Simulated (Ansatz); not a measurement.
# Molecular dynamics of TaCl2F3 (part 4 of 4)

Continued. System: TaCl2F3. Method: RHF/def2-SVP (Ansatz 0.2.0). It belongs to a series of runs on one base structure; here: dynamics from the start.

Geometry of the input (Å):
```
Ta 0.0439  0.0000  -0.0326
Cl 2.3268  0.0000  0.0396
F  -0.1564  0.0000  1.8283
Cl -0.1626  0.0000  -2.3651
F  -0.7559  1.6682  -0.0051
F  -0.7559  -1.6682  -0.0051
```

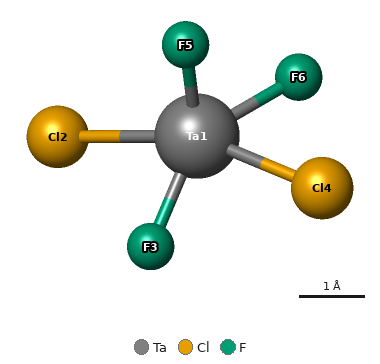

*The geometry at step 355 of the log (ball-and-stick view, seen at a tilt; atoms are numbered from 1 in the order of the input).*

### Trajectory as extended XYZ, continued
```
6
Properties=species:S:1:pos:R:3:forces:R:3 step=194 time_fs=388.0 energy=-34651.49977 temperature=2616.3
Ta    0.1571    0.0503   -0.2166    0.3467  -2.2708   3.3455
Cl    1.5912   -1.2408    1.3278    0.1923   1.8926  -0.1891
F     1.2826    1.5822    0.1565   -1.5051  -2.0473  -0.7884
Cl   -0.9555    1.1191   -2.0435    0.8870  -0.9279   0.8148
F    -1.2555    0.0158    0.9932    1.1116   0.6457  -1.2391
F     0.0787   -1.8504   -0.5826   -1.0324   2.7077  -1.9437
6
Properties=species:S:1:pos:R:3:forces:R:3 step=210 time_fs=420.0 energy=-34651.50286 temperature=2461.3
Ta    0.1657    0.0356   -0.2614   -0.3874  -0.6826   4.6185
Cl    1.6665   -1.3090    1.7061   -1.5830   1.2453  -2.3406
F     1.2276    1.4403    0.2136    0.8192   0.5152  -0.8946
Cl   -1.1000    0.9822   -1.9058    0.2256   0.4646  -0.3133
F    -1.1327    0.3681    1.0042    0.3782  -0.6405  -0.6939
F     0.0579   -1.5380   -1.1873    0.5474  -0.9020  -0.3761
6
Properties=species:S:1:pos:R:3:forces:R:3 step=226 time_fs=452.0 energy=-34652.17111 temperature=3624.9
Ta    0.2015   -0.0435   -0.1559   -1.2926   0.2187  -3.3020
Cl    1.3509   -1.0418    1.4984    0.8151  -1.4782   1.0846
F     1.3433    1.3289   -0.1427    1.4697   1.5204  -0.3279
Cl   -1.1640    0.9402   -1.7985   -0.6027   1.0033  -0.2078
F    -1.0944    0.4927    0.9719   -1.4522  -0.0045   1.5963
F     0.2717   -1.2174   -1.6158    1.0627  -1.2597   1.1569
6
Properties=species:S:1:pos:R:3:forces:R:3 step=242 time_fs=484.0 energy=-34652.10972 temperature=3308.4
Ta    0.1659   -0.0108   -0.1730    2.6521  -0.3170  -2.4307
Cl    1.2707   -1.1564    1.6175   -0.5103   0.4929  -0.9909
F     1.5323    1.1811   -0.6472   -1.3305  -0.6371   1.3264
Cl   -1.3047    1.0648   -1.7022    0.4569  -0.8042   0.5311
F    -1.1652    0.3692    1.1256    0.8331  -0.3258  -0.8720
F     0.9046   -1.2763   -1.5039   -2.1013   1.5913   2.4361
6
Properties=species:S:1:pos:R:3:forces:R:3 step=258 time_fs=516.0 energy=-34651.07202 temperature=1119.9
Ta    0.1620    0.0599   -0.2827    2.9435   0.5902   4.8132
Cl    1.2917   -1.3447    1.8086   -0.7365   1.6333  -1.7006
F     1.6332    1.1955   -0.7160   -2.1182  -0.8883   0.9525
Cl   -1.4151    1.0670   -1.5712   -0.1398  -0.1680  -0.7335
F    -1.0858    0.1280    1.1359    0.4833   0.3806  -1.2268
F     0.9284   -1.3761   -1.0023   -0.4323  -1.5478  -2.1049
6
Properties=species:S:1:pos:R:3:forces:R:3 step=274 time_fs=548.0 energy=-34652.36392 temperature=3555.0
Ta    0.2755    0.0253   -0.2258   -2.9410  -0.4518  -0.2032
Cl    1.1444   -1.1077    1.5481    1.4629  -0.3012   0.9870
F     1.4418    1.3828   -0.4669    1.3261   1.0946  -0.1389
Cl   -1.4898    0.9926   -1.5836    1.1174  -0.4545  -0.1587
F    -1.0995    0.1416    0.9706   -1.0164   0.5195   0.8849
F     0.4671   -1.5508   -1.1187    0.0510  -0.4066  -1.3710
6
Properties=species:S:1:pos:R:3:forces:R:3 step=290 time_fs=580.0 energy=-34651.99272 temperature=2788.7
Ta    0.2644   -0.0080   -0.2085   -2.7608  -1.7029  -1.0444
Cl    1.3712   -0.9945    1.6114    0.1105  -0.3700  -0.5212
F     1.3341    1.4646   -0.1917    0.7596   0.5006  -0.4692
Cl   -1.3123    0.8434   -1.6569   -0.3575   1.5128  -0.9804
F    -1.1338    0.3097    0.9362    0.2798  -0.2734   0.9601
F    -0.0405   -1.4165   -1.5060    1.9684   0.3329   2.0550
6
Properties=species:S:1:pos:R:3:forces:R:3 step=306 time_fs=612.0 energy=-34651.64319 temperature=2170.0
Ta    0.1255   -0.0109   -0.2329    1.9635   1.0676   2.8720
Cl    1.7256   -1.0872    1.7397   -1.8080   0.8412  -2.5293
F     1.3666    1.4284   -0.1188   -1.6350  -1.9561  -0.7803
Cl   -1.1724    1.0128   -1.9258    0.6348  -0.3989   1.1185
F    -1.0320    0.3367    1.2181    0.7232  -0.6591  -2.0819
F     0.2262   -1.5224   -1.3657    0.1215   1.1054   1.4010
6
Properties=species:S:1:pos:R:3:forces:R:3 step=323 time_fs=646.0 energy=-34651.68253 temperature=2473.9
Ta    0.0728   -0.0384   -0.1481    1.1409   4.6751   0.8466
Cl    1.6363   -0.9595    1.2370    1.0207   0.3808   2.5064
F     1.3721    1.3240   -0.3892   -1.1553  -0.9731   0.4225
Cl   -0.9508    1.1792   -1.9985   -0.0137  -1.2306   0.9355
F    -1.1545    0.2071    1.2607    0.3384  -0.2880  -1.2104
F     0.5979   -1.5753   -0.8718   -1.3309  -2.5642  -3.5006
6
Properties=species:S:1:pos:R:3:forces:R:3 step=339 time_fs=678.0 energy=-34652.12007 temperature=3675.8
Ta    0.0763   -0.0126   -0.1107    2.2253  -4.6485  -2.4261
Cl    1.7925   -0.7944    1.2369    0.0160  -0.4989   0.7920
F     1.3151    1.2624   -0.4609    1.8360   1.8925   0.6436
Cl   -0.7727    1.0542   -1.8657   -2.1886   0.7623  -2.0758
F    -1.3344    0.0329    1.0065   -1.4728   0.3198   1.4712
F     0.1784   -1.6601   -1.1502   -0.4158   2.1728   1.5953
6
Properties=species:S:1:pos:R:3:forces:R:3 step=355 time_fs=710.0 energy=-34650.70114 temperature=1499.4
Ta    0.1491   -0.0402   -0.1370   -1.7781  -1.3352  -2.1696
Cl    2.0646   -0.7656    1.5632   -2.5337   0.0277  -1.9290
F     1.3779    1.3759   -0.1917   -1.1055  -0.4146  -0.3219
Cl   -0.9750    1.0536   -2.0310    1.2491   0.2230   1.5162
F    -1.4405   -0.0681    0.7991    1.4057   0.5931   0.5112
F    -0.6020   -1.4628   -1.2619    2.7624   0.9061   2.3930
6
Properties=species:S:1:pos:R:3:forces:R:3 step=371 time_fs=742.0 energy=-34651.78421 temperature=4310.7
Ta    0.2015   -0.0861   -0.2134   -1.9835   6.9366   4.1109
Cl    1.7149   -0.7551    1.4326   -0.0545  -0.6983  -0.6089
F     1.1685    1.6001   -0.0147   -0.7177  -1.7263  -0.7514
Cl   -0.9729    1.1403   -1.9395    0.8716  -0.8719   0.5350
F    -1.2468    0.1061    1.0156    2.1867  -0.1878  -1.6331
F    -0.4373   -1.6051   -0.8539   -0.3026  -3.4523  -1.6525
6
Properties=species:S:1:pos:R:3:forces:R:3 step=387 time_fs=774.0 energy=-34650.84306 temperature=3450.7
Ta    0.1445   -0.0205   -0.2427    0.4642  -4.4866   2.8654
Cl    1.4748   -1.0116    1.3071    2.3324   0.0273   1.2574
F     0.9759    1.5904   -0.0719    2.2245   0.7285   0.3201
Cl   -0.8492    1.1228   -1.8388   -2.1314   0.4798  -3.1423
F    -0.8611    0.4070    1.1992   -1.8451  -0.0044  -0.0882
F     0.1303   -2.0093   -0.6556   -1.0446   3.2554  -1.2124
6
Properties=species:S:1:pos:R:3:forces:R:3 step=403 time_fs=806.0 energy=-34650.82465 temperature=4357.1
Ta    0.0670    0.0255   -0.1430    4.5197  -3.8743  -4.3589
Cl    1.8036   -1.3422    1.5475   -2.2883   1.6965  -1.5947
F     1.3460    1.2807   -0.1386    0.3701   0.6669  -0.1984
Cl   -1.0601    1.0736   -2.2426    1.1991  -1.3738   2.7188
F    -1.0418    0.5798    1.1014   -2.4374   0.5063   2.2143
F     0.4590   -1.6019   -1.1353   -1.3632   2.3784   1.2190
6
Properties=species:S:1:pos:R:3:forces:R:3 step=419 time_fs=838.0 energy=-34650.13515 temperature=3459.9
Ta    0.1167    0.0450   -0.0835    0.7095   4.2163   3.7567
Cl    1.6134   -1.2422    1.4257   -1.9149   0.4133  -0.7227
F     1.7466    0.9480   -0.3464   -1.9619   0.5449   0.1990
Cl   -1.0448    0.7298   -2.0626   -1.9427   3.2434   0.3215
F    -1.4524    0.5262    0.9490    2.0628  -0.7471  -0.7298
F     0.3223   -0.9463   -1.4509    3.0472  -7.6708  -2.8247
6
Properties=species:S:1:pos:R:3:forces:R:3 step=435 time_fs=870.0 energy=-34651.33427 temperature=5850.2
Ta    0.2184    0.0809   -0.1319   -1.1732  -2.1248  -4.3177
Cl    1.1057   -1.2179    1.3633    1.1319  -1.5416   2.8639
F     1.7004    1.1663   -0.5030   -1.1953  -0.1138   0.7194
Cl   -1.2615    0.8600   -1.7055    0.0618   0.2133  -1.1027
F    -1.4378    0.2706    0.9075    2.7232  -0.1428  -0.2534
F     0.7365   -1.5396   -1.3415   -1.5483   3.7096   2.0906
6
Properties=species:S:1:pos:R:3:forces:R:3 step=452 time_fs=904.0 energy=-34649.94808 temperature=2425.9
Ta    0.2615    0.0763   -0.3266    2.2236  -4.6887  -0.9460
Cl    0.8908   -1.5204    1.9285    0.8705   1.0442  -1.3935
F     1.3210    1.5311   -0.4261    1.1083   0.6591   0.1680
Cl   -1.4907    1.1082   -1.6001    1.2395  -1.1182   0.1457
F    -0.8157    0.1292    1.0047   -4.4731   1.7816   3.1700
F     0.9120   -1.6176   -0.9122   -0.9689   2.3220  -1.1442
6
Properties=species:S:1:pos:R:3:forces:R:3 step=468 time_fs=936.0 energy=-34650.53190 temperature=3149.1
Ta    0.2749   -0.0009   -0.3399   -2.7857   3.9821   7.8146
Cl    0.8618   -1.4625    2.0353    0.0213   1.0645  -2.9026
F     1.1530    1.5925   -0.2868    1.4617  -0.3725  -0.3069
Cl   -1.3833    1.0325   -1.5104   -0.1984  -0.7467  -1.3767
F    -0.8628    0.5359    1.0598    0.1466  -0.6550  -0.4424
F     0.8534   -1.3177   -1.3472    1.3546  -3.2724  -2.7860
6
Properties=species:S:1:pos:R:3:forces:R:3 step=484 time_fs=968.0 energy=-34651.22978 temperature=3460.3
Ta    0.2475   -0.0470   -0.1430   -2.2144   6.6729  -7.3373
Cl    0.8696   -1.1911    1.4953    1.7747  -4.0345   4.3800
F     1.4992    1.3403   -0.2396   -0.7532  -1.4177   0.3496
Cl   -1.2999    0.7643   -1.7222   -0.6509  -0.1572   0.1321
F    -1.0247    0.8838    1.0352    1.8264  -1.4944  -1.0673
F     0.7596   -0.9799   -1.8421    0.0174   0.4310   3.5429
6
Properties=species:S:1:pos:R:3:forces:R:3 step=500 time_fs=1000.0 energy=-34651.53540 temperature=2899.9
Ta    0.1626    0.1084   -0.1443    4.9744  -3.9401  -3.4620
Cl    1.1181   -1.5675    1.5308   -1.7629   1.5790  -1.8456
F     1.8189    0.9465   -0.1068   -1.7538   0.6842   0.0834
Cl   -1.4273    0.5316   -1.9556    0.7476   0.0782   1.7510
F    -0.9242    0.8917    1.0625   -1.1271   0.9127   1.2833
F     0.9220   -0.9381   -1.6208   -1.0783   0.6860   2.1899
```

### Key numbers

```json
{"quantity": "outcome", "value": "finished"}
{"quantity": "mean temperature over the second half", "value": "3237 K"}
{"quantity": "trajectory", "value": "500 steps, 1000 fs"}
{"quantity": "ensemble", "value": "nvt_nose_hoover"}
{"quantity": "temperature in the input", "value": "3000.0 K"}
{"quantity": "time step", "value": "2.0 fs"}
{"quantity": "potential energy (last step)", "value": "−34651.5354 eV"}
{"quantity": "mean-field energy (last step)", "value": "−34651.5354 eV"}
{"quantity": "largest force (length of the vector) (last step)", "value": "7.229 eV/Å"}
{"quantity": "hardware", "value": "2 threads of Arm Neoverse V2, 24 GiB of memory available, shared host"}
{"quantity": "wall time", "value": "12 min (CPU time 23 min)"}
{"quantity": "peak memory", "value": "0.24 GiB"}
```
